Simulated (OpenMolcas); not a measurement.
## Energy and gradient calculation, with input and output: CH₂F₂O (part 1 of 2)

- system: CH₂F₂O, SMILES OC(F)F
- method: B3LYP/6-31G*, RKS (OpenMolcas 26.06)

The geometry comes from this level: PBE0-D4/def2-TZVP.

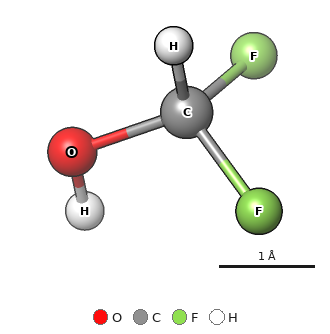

**Figure 1.** The structure as given in the input (ball-and-stick view, seen at a tilt). Bond lengths as drawn: C–F 1.36 Å, C–H 1.09 Å, C–O 1.35 Å and H–O 0.97 Å.

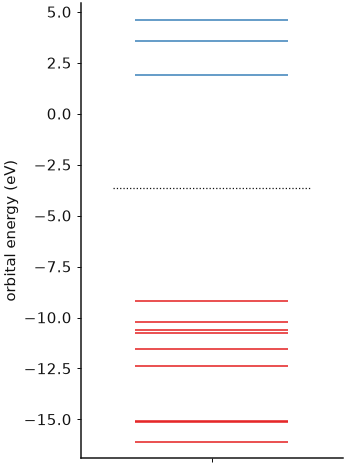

**Figure 2.** Orbital energies near the frontier; the dotted line parts filled from empty levels, and levels within 0.02 eV of each other stand side by side. Highest filled −9.20 eV, lowest empty 1.91 eV, 11.11 eV apart.

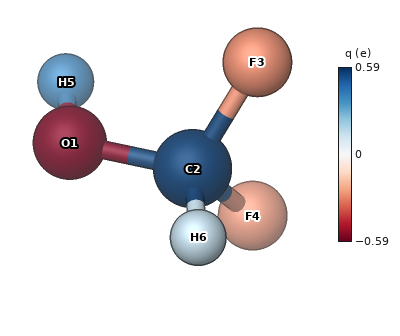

**Figure 3.** Mulliken charges, as the colour of each atom (ball-and-stick view, seen at a tilt; atoms are numbered from 1 in the order of the input). By element: O −0.56, C +0.56, F −0.28 and H +0.14 to +0.41 e.

The input that produced these results follows, with the program's output.

## Input
```
* CH2F2O Kohn-Sham DFT
&GATEWAY
BasLib = $CurrDir
Coord
6
angstrom
O        0.095100       0.985600      -0.438500
C        0.060600      -0.137800       0.302200
F        0.876300      -1.092500      -0.208200
F       -1.179700      -0.684300       0.315100
H       -0.176600       0.772900      -1.340300
H        0.366200       0.092100       1.323500
Basis = 6-31Gs
Group = NoSym
&SEWARD
GridInput
Grid=UltraFine
End of Grid
&SCF
KSDFT = B3LYP
Thresholds = 1e-10 1e-07 1e-07 1e-05
PrOrbitals = 1 2
&ALASKA
```

Launch command:
```bash
export MOLCAS_MEM=1860
pymolcas test.inp > test.log
```

## The program's output
```
--- Start Module: gateway ---

                                              &GATEWAY

                       available to each process: 1.9 GB of memory, 1 thread

 Basis Set     1 Label: O.6-31GS
 Basis set is read from library:.
 basistype.tbl is not found

 Basis Set     2 Label: C.6-31GS
 Basis set is read from library:.
 basistype.tbl is not found

 Basis Set     3 Label: F.6-31GS
 Basis set is read from library:.
 basistype.tbl is not found

 Basis Set     4 Label: H.6-31GS
 Basis set is read from library:.
 basistype.tbl is not found

++    Symmetry information:
      ---------------------

                    Character Table for C1

                             E
                    a        1  x, y, xy, Rz, z, xz, Ry, yz, Rx, I
--

++    Basis set information:
      ----------------------

      Basis set label: O.6-31GS.........

      Electronic valence basis set:
      ------------------
      Associated Effective Charge   8.000000 au
      Associated Actual Charge      8.000000 au
      Nuclear Model: Point charge

      Shell  nPrim  nBasis  Cartesian Spherical Contaminant
         s      10       3        X
         p       4       2        X
         d       1       1        X

      Basis set label: C.6-31GS.........

      Electronic valence basis set:
      ------------------
      Associated Effective Charge   6.000000 au
      Associated Actual Charge      6.000000 au
      Nuclear Model: Point charge

      Shell  nPrim  nBasis  Cartesian Spherical Contaminant
         s      10       3        X
         p       4       2        X
         d       1       1        X

      Basis set label: F.6-31GS.........

      Electronic valence basis set:
      ------------------
      Associated Effective Charge   9.000000 au
      Associated Actual Charge      9.000000 au
      Nuclear Model: Point charge

      Shell  nPrim  nBasis  Cartesian Spherical Contaminant
         s      10       3        X
         p       4       2        X
         d       1       1        X

      Basis set label: H.6-31GS.........

      Electronic valence basis set:
      ------------------
      Associated Effective Charge   1.000000 au
      Associated Actual Charge      1.000000 au
      Nuclear Model: Point charge

      Shell  nPrim  nBasis  Cartesian Spherical Contaminant
         s       4       2        X
--

++    Molecular structure info:
      -------------------------

                    ************************************************
                    **** Cartesian Coordinates / bohr, angstrom ****
                    ************************************************

     Center  Label                x              y              z                     x              y              z
        1      O1               0.179713       1.862514      -0.828645              0.095100       0.985600      -0.438500
        2      C2               0.114517      -0.260404       0.571075              0.060600      -0.137800       0.302200
        3      F3               1.655967      -2.064526      -0.393441              0.876300      -1.092500      -0.208200
        4      F4              -2.229310      -1.293140       0.595453             -1.179700      -0.684300       0.315100
        5      H5              -0.333726       1.460569      -2.532800             -0.176600       0.772900      -1.340300
        6      H6               0.692018       0.174044       2.501053              0.366200       0.092100       1.323500

                    ***************************************
                    *    InterNuclear Distances / bohr    *
                    ***************************************

               1 O1            2 C2            3 F3            4 F4            5 H5            6 H6
    1 O1       0.000000
    2 C2       2.543668        0.000000
    3 F3       4.217863        2.561486        0.000000
    4 F4       4.217771        2.561379        4.082686        0.000000
    5 H5       1.824643        3.577249        4.578431        4.578440        0.000000
    6 H6       3.768325        2.060841        3.783977        3.783926        5.295939        0.000000

                    *******************************************
                    *    InterNuclear Distances / angstrom    *
                    *******************************************

               1 O1            2 C2            3 F3            4 F4            5 H5            6 H6
    1 O1       0.000000
    2 C2       1.346051        0.000000
    3 F3       2.231997        1.355480        0.000000
    4 F4       2.231948        1.355423        2.160464        0.000000
    5 H5       0.965560        1.892999        2.422801        2.422806        0.000000
    6 H6       1.994112        1.090550        2.002395        2.002367        2.802490        0.000000

                    **************************************
                    *    Valence Bond Angles / degree    *
                    **************************************
                          Atom centers                 Phi
                      2 C2       1 O1       5 H5       108.84
                      1 O1       2 C2       3 F3       111.42
                      1 O1       2 C2       4 F4       111.42
                      1 O1       2 C2       6 H6       109.40
                      3 F3       2 C2       4 F4       105.68
                      3 F3       2 C2       6 H6       109.42
                      4 F4       2 C2       6 H6       109.42

           ***************************************************************
           *              Valence Dihedral Angles / degree               *
           ***************************************************************
                    Atom centers                       Phi1     Phi2     Theta
           5 H5       1 O1       2 C2       6 H6        108.84   109.40   180.00
           3 F3       2 C2       1 O1       5 H5        111.42   108.84    58.88
           4 F4       2 C2       1 O1       5 H5        111.42   108.84   -58.88
--

            Nuclear Potential Energy            134.98835439 au

--- Stop Module: gateway /rc=_RC_ALL_IS_WELL_ ---

--- Start Module: seward ---

                                              &SEWARD

                       available to each process: 1.9 GB of memory, 1 thread

               SEWARD will generate:
                  Multipole Moment integrals up to order  2
                  Kinetic Energy integrals
                  Nuclear Attraction integrals (point charge)
                  One-Electron Hamiltonian integrals
                  Velocity integrals
                  Orbital angular momentum around ( -0.0924  -0.5217  -0.0382 )
                  Velocity quadrupole around ( -0.0924  -0.5217  -0.0382 )
                  Two-Electron Repulsion integrals

                   Integrals are discarded if absolute value <: 1.00E-14
                   Integral cutoff threshold is set to       <: 1.00E-16

            Nuclear Potential Energy            134.98835439 au

      Basis set specifications :
      Symmetry species         a
      Basis functions           64

--- Stop Module: seward /rc=_RC_ALL_IS_WELL_ ---

--- Start Module: scf ---

                                                &SCF

                       available to each process: 1.9 GB of memory, 1 thread

 ###############################################################################
 ###     Minimized-density-differences option turned off!                    ###
 ###############################################################################
++    Input section:
      --------------

      Header of the integral files:

      Cartesian coordinates in angstrom:
      -----------------------------------------------------
      No.  Label        X            Y            Z
      -----------------------------------------------------
       1   O1         0.09510000   0.98560000  -0.43850000
       2   C2         0.06060000  -0.13780000   0.30220000
       3   F3         0.87630000  -1.09250000  -0.20820000
       4   F4        -1.17970000  -0.68430000   0.31510000
       5   H5        -0.17660000   0.77290000  -1.34030000
       6   H6         0.36620000   0.09210000   1.32350000
      -----------------------------------------------------
      Nuclear repulsion energy =  134.98835439
--

++    Orbital specifications:
      -----------------------

      Symmetry species               1
                                     a
      Frozen orbitals                0
      Occupied orbitals             17
      Secondary orbitals            47
      Deleted orbitals               0
      Total number of orbitals      64
      Number of basis functions     64
--

      Molecular charge                           0.000

      Numerical integration parameters
      --------------------------------
      Radial quadrature type:                         MHL
      Size of radial grid:                            99
      Lebedev angular grid:                           41
      Angular grid pruned with the crowding factor:  1.00E+10
                                 and fading factor:  1.00E+01
      Screening threshold for integral computation:   1.00E-11
      Radial quadrature accuracy:                     1.00E-25
      Maximum batch size:                             128
      AO values are stored on disk
      The same grid will be used for all iterations.

      DFT functional specifications
      -----------------------------
      Using Libxc version: 6.2.2
      Please cite the following reference:
      S. Lehtola, C. Steigemann, M. J.T. Oliveira, and M. A.L. Marques.,  SoftwareX 7, 1–5 (2018) doi:10.1016/j.softx.2017.11.002

      * B3LYP

++    Optimization specifications:
      ----------------------------

      SCF Algorithm: Conventional
      D(i)-D(i-1) density differences are used
      Number of density matrices in core                 5
      Maximum number of NDDO SCF iterations            400
      Maximum number of HF SCF iterations              400
      Threshold for SCF energy change             1.00E-10
      Threshold for density matrix                1.00E-07
      Threshold for Fock matrix                   1.00E-07
      Threshold for linear dependence             1.00E-09
      Threshold at which DIIS is turned on        1.50E-01
      Maximum depth in the DIIS procedure                5
      Maximum depth in the BFGS Hessian update          30
      Threshold at which QNR/C2DIIS is turned on  7.50E-02
      Threshold for Norm(delta) (QNR/C2DIIS)      1.00E-05
      All orbitals punched on: SCFORB
--

      Input vectors read from INPORB
      Orbital file label: *Guess orbitals

++ Convergence information
                                   B3LYP      iterations: Energy and convergence statistics
```
